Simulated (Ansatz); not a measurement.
## Redistribution: C2F3N + C4H4F4 → C2HF2N + C4H3F5

Species: C2F3N (cyanotrifluoromethane) `N#CC(F)(F)F`, singlet; C4H4F4 `C/C(F)=C\C(F)(F)F`, singlet; C2HF2N `N#CC(F)F`, singlet; C4H3F5 `FC/C(F)=C\C(F)(F)F`, singlet. The partners trade F for H; both sit on C, so the bond types are kept.

Shapes, held fixed at every level: PBE0-D4/def2-TZVP. Flexible molecules stand in one conformer, not always the lowest. Programs: Ansatz 0.2.0. The zero-point and thermal change to 298 K, harmonic and unscaled (PBE0-D4/def2-TZVP), is +4.1 kJ/mol.

```
                level                   kind  ΔH(298 K) (kJ/mol)
 r2SCAN-D4/def2-TZVPP               meta-GGA               +77.4
  BHLYP-D4/def2-TZVPP          global hybrid               +65.9
   PBE0-D4/def2-TZVPP          global hybrid               +71.8
r2SCAN0-D4/def2-TZVPP          global hybrid               +77.2
    B2PLYP/def2-TZVPP          double hybrid               +67.1
     CCSD(T)/def2-SVP  coupled cluster or CI               +84.7
       MP2/def2-TZVPP    perturbation theory               +73.6
```

MP2/def2-TZVPP gives ΔH(298 K) = +73.6 kJ/mol; the levels span +65.9 to +84.7. The median of the levels is +73.6. No measured value is set beside it here.

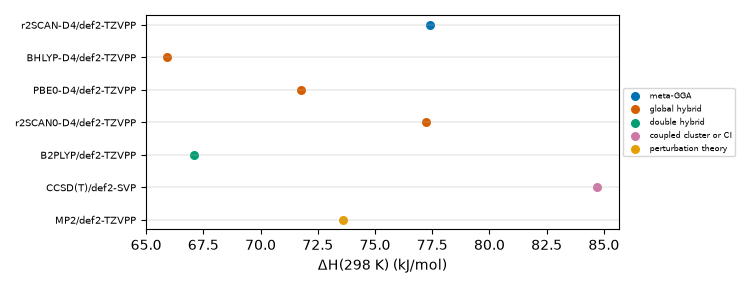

The values of the table, level by level.
